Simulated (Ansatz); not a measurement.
# BF (singlet): PBE0, B3LYP over a scan of the distance B1–F2, 6-31G, part 2 of 2

Ansatz 0.2.0, Gaussian basis; 6-31G, all electrons in the functionals. The steps go on from the part before.

## (15) B3LYP, 1.263 Å

File in.yaml:

```yaml
crystal:
  periodic: [false, false, false]
  atoms:
    - {symbol: B, position_ang: [0.000000, 0.000000, 0.000000]}
    - {symbol: F, position_ang: [0.000000, 0.000000, 1.263100]}
basis:
  gaussian: {orbitals: 6-31G}
hamiltonian: {xc: {name: B3LYP}}
```

Command:

```console
$ ansatz run in.yaml --threads 1 --pin off --events-out ev --progress --plain --max-ram 2393MiB
```

Output (excerpt; [...] marks lines left out):

```text
Functional definition: B3LYP
  name "B3LYP"
  cite "Stephens, Devlin, Chabalowski & Frisch, J. Phys. Chem. 98, 11623 (1994) doi:10.1021/j100096a001"
  cite "Becke, Phys. Rev. A 38, 3098 (1988) doi:10.1103/PhysRevA.38.3098"
  cite "Lee, Yang & Parr, Phys. Rev. B 37, 785 (1988) doi:10.1103/PhysRevB.37.785"
  cite "Vosko, Wilk & Nusair, Can. J. Phys. 58, 1200 (1980) doi:10.1139/p80-159"
[...]
201 factors; integrals over basis functions are off by at most 1.2e-4 eV
[...]
mean field -3391.11635678 eV, -124.6212275305 hartree, gradient 6.2e-5 eV, S^2 0.000000; 0 other end points of the search recorded, 0 dependent functions left out
reference -3391.11648880 eV, -124.6212323821 hartree; 7, 7 occupied and 11, 11 virtual orbitals, 201 factors
Total energy: -3391.11648880 eV, -124.6212323821 hartree
```

Wall time 0.24 s (1 thread of Arm Neoverse V1, shared host).

## (16) B3LYP, 1.411 Å

File in.yaml:

```yaml
crystal:
  periodic: [false, false, false]
  atoms:
    - {symbol: B, position_ang: [0.000000, 0.000000, 0.000000]}
    - {symbol: F, position_ang: [0.000000, 0.000000, 1.411000]}
basis:
  gaussian: {orbitals: 6-31G}
hamiltonian: {xc: {name: B3LYP}}
```

The command is unchanged.

Output (excerpt; [...] marks lines left out):

```text
Functional definition: B3LYP
  name "B3LYP"
  cite "Stephens, Devlin, Chabalowski & Frisch, J. Phys. Chem. 98, 11623 (1994) doi:10.1021/j100096a001"
  cite "Becke, Phys. Rev. A 38, 3098 (1988) doi:10.1103/PhysRevA.38.3098"
  cite "Lee, Yang & Parr, Phys. Rev. B 37, 785 (1988) doi:10.1103/PhysRevB.37.785"
  cite "Vosko, Wilk & Nusair, Can. J. Phys. 58, 1200 (1980) doi:10.1139/p80-159"
[...]
201 factors; integrals over basis functions are off by at most 1.6e-4 eV
[...]
mean field -3391.07292854 eV, -124.6196315720 hartree, gradient 4.4e-5 eV, S^2 0.000000; 0 other end points of the search recorded, 0 dependent functions left out
reference -3391.07305885 eV, -124.6196363610 hartree; 7, 7 occupied and 11, 11 virtual orbitals, 201 factors
Total energy: -3391.07305885 eV, -124.6196363610 hartree
```

Wall time 0.24 s (1 thread of Arm Neoverse V1, shared host).

From 1.263 Å: +0.043 eV.

## (17) B3LYP, 1.532 Å

File in.yaml:

```yaml
crystal:
  periodic: [false, false, false]
  atoms:
    - {symbol: B, position_ang: [0.000000, 0.000000, 0.000000]}
    - {symbol: F, position_ang: [0.000000, 0.000000, 1.532000]}
basis:
  gaussian: {orbitals: 6-31G}
hamiltonian: {xc: {name: B3LYP}}
```

The command is unchanged.

Output (excerpt; [...] marks lines left out):

```text
Functional definition: B3LYP
  name "B3LYP"
  cite "Stephens, Devlin, Chabalowski & Frisch, J. Phys. Chem. 98, 11623 (1994) doi:10.1021/j100096a001"
  cite "Becke, Phys. Rev. A 38, 3098 (1988) doi:10.1103/PhysRevA.38.3098"
  cite "Lee, Yang & Parr, Phys. Rev. B 37, 785 (1988) doi:10.1103/PhysRevB.37.785"
  cite "Vosko, Wilk & Nusair, Can. J. Phys. 58, 1200 (1980) doi:10.1139/p80-159"
[...]
201 factors; integrals over basis functions are off by at most 1.9e-4 eV
[...]
mean field -3390.62300302 eV, -124.6030971143 hartree, gradient 1.3e-5 eV, S^2 0.000000; 0 other end points of the search recorded, 0 dependent functions left out
reference -3390.62313407 eV, -124.6031019301 hartree; 7, 7 occupied and 11, 11 virtual orbitals, 201 factors
Total energy: -3390.62313407 eV, -124.6031019301 hartree
```

Run time: 0.27 s. Hardware: 1 thread of Arm Neoverse V1, shared host.

From 1.263 Å: +0.493 eV.

## (18) B3LYP, 1.707 Å

File in.yaml:

```yaml
crystal:
  periodic: [false, false, false]
  atoms:
    - {symbol: B, position_ang: [0.000000, 0.000000, 0.000000]}
    - {symbol: F, position_ang: [0.000000, 0.000000, 1.707000]}
basis:
  gaussian: {orbitals: 6-31G}
magnetization: {spin_polarized: true, initial_magnetization: 0}
hamiltonian: {xc: {name: B3LYP}}
```

Launched as before.

Output (excerpt; [...] marks lines left out):

```text
Functional definition: B3LYP
  name "B3LYP"
  cite "Stephens, Devlin, Chabalowski & Frisch, J. Phys. Chem. 98, 11623 (1994) doi:10.1021/j100096a001"
  cite "Becke, Phys. Rev. A 38, 3098 (1988) doi:10.1103/PhysRevA.38.3098"
  cite "Lee, Yang & Parr, Phys. Rev. B 37, 785 (1988) doi:10.1103/PhysRevB.37.785"
  cite "Vosko, Wilk & Nusair, Can. J. Phys. 58, 1200 (1980) doi:10.1139/p80-159"
[...]
201 factors; integrals over basis functions are off by at most 2.4e-4 eV
[...]
mean field -3389.74321760 eV, -124.5707655962 hartree, gradient 1.8e-5 eV, S^2 0.000000; 1 other end points of the search recorded, 0 dependent functions left out
reference -3389.74335080 eV, -124.5707704915 hartree; 7, 7 occupied and 11, 11 virtual orbitals, 201 factors
Total energy: -3389.74335080 eV, -124.5707704915 hartree
```

It took 0.48 s on 1 thread of Arm Neoverse V1, shared host.

From the report: ⟨S²⟩ of the determinant 0.000 (pure singlet: 0.00).

From 1.263 Å: +1.373 eV.

## (19) B3LYP, 2.018 Å

in.yaml: that of step 18 with these lines changed.

```diff
@@ -4,3 +4,3 @@
     - {symbol: B, position_ang: [0.000000, 0.000000, 0.000000]}
-    - {symbol: F, position_ang: [0.000000, 0.000000, 1.707000]}
+    - {symbol: F, position_ang: [0.000000, 0.000000, 2.018000]}
 basis:
```

Same command.

Output (excerpt; [...] marks lines left out):

```text
Functional definition: B3LYP
  name "B3LYP"
  cite "Stephens, Devlin, Chabalowski & Frisch, J. Phys. Chem. 98, 11623 (1994) doi:10.1021/j100096a001"
  cite "Becke, Phys. Rev. A 38, 3098 (1988) doi:10.1103/PhysRevA.38.3098"
  cite "Lee, Yang & Parr, Phys. Rev. B 37, 785 (1988) doi:10.1103/PhysRevB.37.785"
  cite "Vosko, Wilk & Nusair, Can. J. Phys. 58, 1200 (1980) doi:10.1139/p80-159"
[...]
201 factors; integrals over basis functions are off by at most 2.3e-4 eV
[...]
mean field -3388.14684604 eV, -124.5121000234 hartree, gradient 2.6e-5 eV, S^2 0.000000; 1 other end points of the search recorded, 0 dependent functions left out
reference -3388.14698754 eV, -124.5121052236 hartree; 7, 7 occupied and 11, 11 virtual orbitals, 201 factors
Total energy: -3388.14698754 eV, -124.5121052236 hartree
```

Run time: 0.36 s. Hardware: 1 thread of Arm Neoverse V1, shared host.

From the report: ⟨S²⟩ of the determinant 0.000 (pure singlet: 0.00).

From 1.263 Å: +2.970 eV.

## (20) B3LYP, 2.335 Å

in.yaml: that of step 19 with these lines changed.

```diff
@@ -4,3 +4,3 @@
     - {symbol: B, position_ang: [0.000000, 0.000000, 0.000000]}
-    - {symbol: F, position_ang: [0.000000, 0.000000, 2.018000]}
+    - {symbol: F, position_ang: [0.000000, 0.000000, 2.335000]}
 basis:
```

The command is unchanged.

Output (excerpt; [...] marks lines left out):

```text
Functional definition: B3LYP
  name "B3LYP"
  cite "Stephens, Devlin, Chabalowski & Frisch, J. Phys. Chem. 98, 11623 (1994) doi:10.1021/j100096a001"
  cite "Becke, Phys. Rev. A 38, 3098 (1988) doi:10.1103/PhysRevA.38.3098"
  cite "Lee, Yang & Parr, Phys. Rev. B 37, 785 (1988) doi:10.1103/PhysRevB.37.785"
  cite "Vosko, Wilk & Nusair, Can. J. Phys. 58, 1200 (1980) doi:10.1139/p80-159"
[...]
201 factors; integrals over basis functions are off by at most 2.6e-4 eV
[...]
mean field -3386.78117426 eV, -124.4619125113 hartree, gradient 8.8e-6 eV, S^2 0.000000; 2 other end points of the search recorded, 0 dependent functions left out
reference -3386.78131369 eV, -124.4619176352 hartree; 7, 7 occupied and 11, 11 virtual orbitals, 201 factors
Total energy: -3386.78131369 eV, -124.4619176352 hartree
```

Run time: 0.45 s. Hardware: 1 thread of Arm Neoverse V1, shared host.

From the report: ⟨S²⟩ of the determinant 0.000 (pure singlet: 0.00).

From 1.263 Å: +4.335 eV.

## (21) B3LYP, 2.801 Å

in.yaml: that of step 20 with these lines changed.

```diff
@@ -4,3 +4,3 @@
     - {symbol: B, position_ang: [0.000000, 0.000000, 0.000000]}
-    - {symbol: F, position_ang: [0.000000, 0.000000, 2.335000]}
+    - {symbol: F, position_ang: [0.000000, 0.000000, 2.801000]}
 basis:
```

Launched as before.

Output (excerpt; [...] marks lines left out):

```text
Functional definition: B3LYP
  name "B3LYP"
  cite "Stephens, Devlin, Chabalowski & Frisch, J. Phys. Chem. 98, 11623 (1994) doi:10.1021/j100096a001"
  cite "Becke, Phys. Rev. A 38, 3098 (1988) doi:10.1103/PhysRevA.38.3098"
  cite "Lee, Yang & Parr, Phys. Rev. B 37, 785 (1988) doi:10.1103/PhysRevB.37.785"
  cite "Vosko, Wilk & Nusair, Can. J. Phys. 58, 1200 (1980) doi:10.1139/p80-159"
[...]
201 factors; integrals over basis functions are off by at most 2.9e-4 eV
[...]
mean field -3385.50691581 eV, -124.4150843769 hartree, gradient 1.4e-5 eV, S^2 0.438794; 4 other end points of the search recorded, 0 dependent functions left out
reference -3385.50704208 eV, -124.4150890173 hartree; 7, 7 occupied and 11, 11 virtual orbitals, 201 factors
Total energy: -3385.50704208 eV, -124.4150890173 hartree
```

It took 1 s on 1 thread of Arm Neoverse V1, shared host.

From the report: ⟨S²⟩ of the determinant 0.439 (pure singlet: 0.00).

From 1.263 Å: +5.609 eV.

## (22) B3LYP, 3.379 Å

in.yaml: that of step 21 with these lines changed.

```diff
@@ -4,3 +4,3 @@
     - {symbol: B, position_ang: [0.000000, 0.000000, 0.000000]}
-    - {symbol: F, position_ang: [0.000000, 0.000000, 2.801000]}
+    - {symbol: F, position_ang: [0.000000, 0.000000, 3.379000]}
 basis:
```

Same command.

Output (excerpt; [...] marks lines left out):

```text
Functional definition: B3LYP
  name "B3LYP"
  cite "Stephens, Devlin, Chabalowski & Frisch, J. Phys. Chem. 98, 11623 (1994) doi:10.1021/j100096a001"
  cite "Becke, Phys. Rev. A 38, 3098 (1988) doi:10.1103/PhysRevA.38.3098"
  cite "Lee, Yang & Parr, Phys. Rev. B 37, 785 (1988) doi:10.1103/PhysRevB.37.785"
  cite "Vosko, Wilk & Nusair, Can. J. Phys. 58, 1200 (1980) doi:10.1139/p80-159"
[...]
201 factors; integrals over basis functions are off by at most 5.0e-4 eV
[...]
mean field -3384.87588923 eV, -124.3918945779 hartree, gradient 5.1e-6 eV, S^2 0.675606; 8 other end points of the search recorded, 0 dependent functions left out
reference -3384.87601959 eV, -124.3918993685 hartree; 7, 7 occupied and 11, 11 virtual orbitals, 201 factors
Total energy: -3384.87601959 eV, -124.3918993685 hartree
```

Wall time 2.1 s (1 thread of Arm Neoverse V1, shared host).

From the report: ⟨S²⟩ of the determinant 0.676 (pure singlet: 0.00). The determinant of B3LYP (⟨S²⟩ 0.68) is far from a pure spin state, so its energy mixes those of several spin states; that is harmless only where they are near-degenerate.

From 1.263 Å: +6.240 eV.

## (23) B3LYP, 4.284 Å

in.yaml: that of step 22 with these lines changed.

```diff
@@ -4,3 +4,3 @@
     - {symbol: B, position_ang: [0.000000, 0.000000, 0.000000]}
-    - {symbol: F, position_ang: [0.000000, 0.000000, 3.379000]}
+    - {symbol: F, position_ang: [0.000000, 0.000000, 4.284000]}
 basis:
```

Same command.

Output (excerpt; [...] marks lines left out):

```text
Functional definition: B3LYP
  name "B3LYP"
  cite "Stephens, Devlin, Chabalowski & Frisch, J. Phys. Chem. 98, 11623 (1994) doi:10.1021/j100096a001"
  cite "Becke, Phys. Rev. A 38, 3098 (1988) doi:10.1103/PhysRevA.38.3098"
  cite "Lee, Yang & Parr, Phys. Rev. B 37, 785 (1988) doi:10.1103/PhysRevB.37.785"
  cite "Vosko, Wilk & Nusair, Can. J. Phys. 58, 1200 (1980) doi:10.1139/p80-159"
[...]
201 factors; integrals over basis functions are off by at most 1.4e-4 eV
[...]
mean field -3384.51149913 eV, -124.3785034886 hartree, gradient 7.1e-6 eV, S^2 0.787383; 8 other end points of the search recorded, 0 dependent functions left out
reference -3384.51163871 eV, -124.3785086181 hartree; 7, 7 occupied and 11, 11 virtual orbitals, 201 factors
Total energy: -3384.51163871 eV, -124.3785086181 hartree
```

It took 2.3 s on 1 thread of Arm Neoverse V1, shared host.

From the report: ⟨S²⟩ of the determinant 0.787 (pure singlet: 0.00). The determinant of B3LYP (⟨S²⟩ 0.79) is far from a pure spin state, so its energy mixes those of several spin states; that is harmless only where they are near-degenerate.

From 1.263 Å: +6.605 eV.

## (24) The comparison

The yardstick is full CI for this spin, exact in this basis with these frozen cores. It comes from earlier runs at the same points. Energies in eV, counted from 1.263 Å; blanks weren't run or aren't comparable.

```csv
level,1.019 Å,1.117 Å,1.263 Å,1.411 Å,1.532 Å,1.707 Å,2.018 Å,2.335 Å,2.801 Å,3.379 Å,4.284 Å
FCI,4.041,1.453,0.000,-0.088,0.289,1.098,2.613,3.916,5.273,6.076,6.289
PBE0,3.704,1.271,0.000,0.042,0.496,1.389,3.022,4.428,5.679,6.297,6.649
B3LYP,3.690,1.264,0.000,0.043,0.493,1.373,2.970,4.335,5.609,6.240,6.605
```

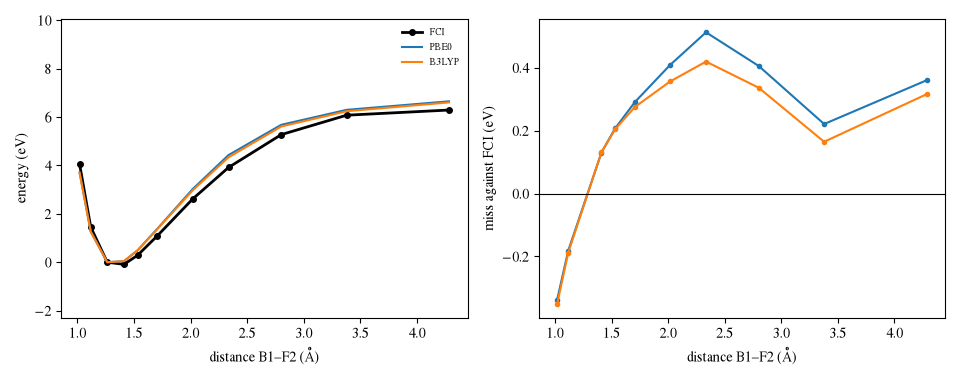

Left: the curves (the axis may cut off levels that run far away). Right: misses against FCI, in the same colours.

Largest miss and mean time a point (FCI took 48 s a point; shared hosts):

```
level  largest miss (eV)    where  time a point
 PBE0             +0.513  2.335 Å        0.55 s
B3LYP             +0.420  2.335 Å        0.72 s
```

## (25) Outcome

This closing draws on all 2 parts.

```
             quantity                value
span of the FCI curve             6.377 eV
   largest miss, PBE0  +0.513 eV (2.335 Å)
  largest miss, B3LYP  +0.420 eV (2.335 Å)
```

Of the functionals, B3LYP keep the smallest largest miss at the points compared (at most 0.420 eV) and PBE0 strays most (0.513 eV, at 2.335 Å). PBE0, B3LYP clearly break the spin symmetry at some points (⟨S²⟩ up to 0.82 above the pure value), so energy there is bought with a mixed spin. Functionals and the yardstick converge differently with the basis, so part of each miss in 6-31G is the basis.
